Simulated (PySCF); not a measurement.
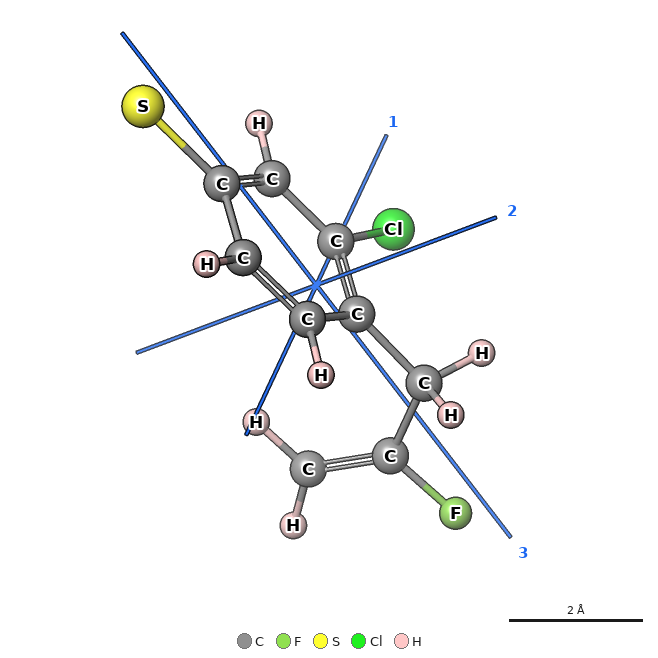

The three principal axes of inertia are drawn and numbered. Atoms fade into the background with distance from the viewer. State: charge −1, singlet. The geometry was computed by an optimisation with PBE0-D3(BJ)/def2-SVP. No frequency run is at hand to confirm it as a minimum. Masses are those of the most abundant isotopes; constants are for the rigid equilibrium geometry.

Question: Which line is the a axis (least moment of inertia), which b and which c?

Answer: a is line 3, b is line 1, c is line 2; the moments are 370, 1316, 1541 u Å².

Question: Classify the rotor and give the rotational constants (cm⁻¹).

Answer: An asymmetric top (C1): A = 0.0456, B = 0.0128, C = 0.0109 cm⁻¹. Ray's parameter κ is −0.89, close to the prolate limit.
